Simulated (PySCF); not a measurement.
AsH2O3: frequency calculation

- system: AsH2O3, multiplicity 2
- method: UKS-based PBE0, As def2-TZVP, O def2-TZVP, H def2-TZVP; non-relativistic Hamiltonian; density fitting (PySCF 2.14.0)

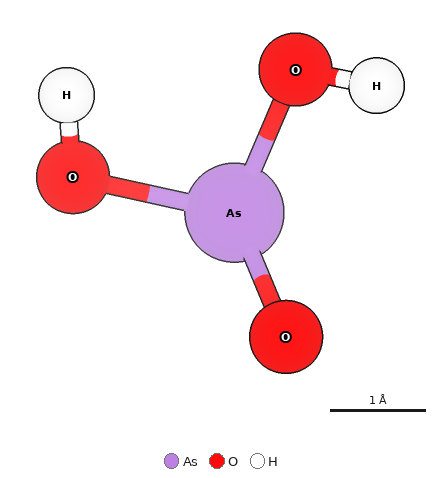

Figure 1. The input geometry (ball-and-stick view, seen at a tilt). Bond lengths as drawn: As–O 1.64 to 1.77 Å and H–O 0.96 to 0.97 Å.

**Input**
```python
from pyscf import gto, scf, dft
mol = gto.M(atom='''
As     0.098185    -0.004477    -0.249272
O      1.559331     0.141895     0.481836
O     -1.041742     1.221929     0.337147
O     -0.836617    -1.402926     0.267619
H     -0.558091     2.006208     0.623772
H     -1.639662    -1.098446     0.710362''',
    basis={'As': 'def2-TZVP', 'O': 'def2-TZVP', 'H': 'def2-TZVP'},
    charge=0, spin=1)
mf = dft.UKS(mol, xc='PBE0')
mf.grids.atom_grid = (75, 302)
aux = {'As': 'def2-universal-JKFIT', 'O': 'def2-universal-JKFIT', 'H': 'def2-universal-JKFIT'}
mf = mf.density_fit(auxbasis=aux)
mf.conv_tol = 1e-09
mf.diis_space = 10
mf.max_cycle = 60
mf.verbose = 4
mf.kernel()
```

The script is an equivalent of the set-up of the self-consistent field. The run itself was carried out by a driver, which started from the orbitals of the step before it where there was one and computed the further properties.

Machine: 4 threads of Arm Neoverse V1, 24 GiB of memory available, shared host.

Launch command:
```bash
OMP_NUM_THREADS=4 python axn.py task.json out
```

**What the program printed**
```
init E= -2462.32339743165
  alpha nocc = 30  HOMO = -0.290396995338142  LUMO = 0.0179336221480582
  beta  nocc = 29  HOMO = -0.322251778035375  LUMO = -0.159915080175026
  HOMO = -0.290396995338  LUMO = -0.159915080175  gap/eV = 3.55059
cycle= 1 E= -2462.32339743164  delta_E= 6.37e-12  |g|= 5.45e-06  |ddm|= 4.6e-06
  alpha nocc = 30  HOMO = -0.29039715683404  LUMO = 0.0179334465300371
  beta  nocc = 29  HOMO = -0.32225109738051  LUMO = -0.15991483576466
  HOMO = -0.290397156834  LUMO = -0.159914835765  gap/eV = 3.55060
Extra cycle  E= -2462.32339743159  delta_E= 5.46e-11  |g|= 1.19e-05  |ddm|= 9.4e-06
converged SCF energy = -2462.32339743159  <S^2> = 0.75971636  2S+1 = 2.0096929
```

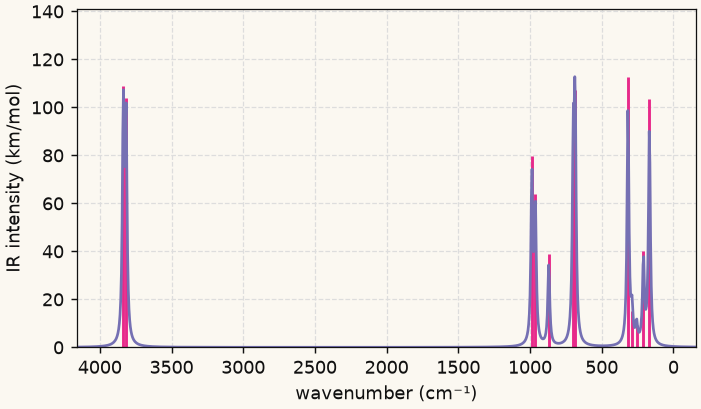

Figure 2. Harmonic infrared spectrum, unscaled: sticks (degenerate modes added up, dark ones marked on the axis) with a Lorentzian envelope of 16 cm⁻¹ full width, scaled to the tallest stick. 12 modes from 167 to 3836 cm⁻¹, none imaginary. The strongest line is at 317 cm⁻¹ (113 km/mol). All modes, in cm⁻¹ (km/mol): 167 (104), 209 (40), 257 (9.2), 289 (15.0), 317 (113), 685 (107), 698 (85), 869 (39), 963 (64), 987 (80), 3817 (104), 3836 (109).

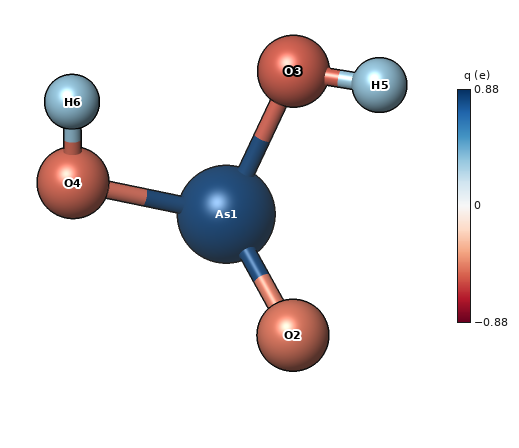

Figure 3. Mulliken charges, as the colour of each atom (ball-and-stick view, seen on its broad side; atoms are numbered from 1 in the order of the input; Mulliken charges depend strongly on the basis). By element: As +0.84, O −0.54 to −0.47 and H +0.34 e.

**Key numbers**

```tsv
quantity	value
outcome	converged
total energy	−2462.323397 hartree
⟨S²⟩	0.760
zero-point energy	0.029830 hartree
dipole moment	2.78 D
wavenumbers, lowest and highest	167 and 3836 cm⁻¹
wall time	4.2 min (CPU time 14 min)
peak memory	2.1 GiB
```
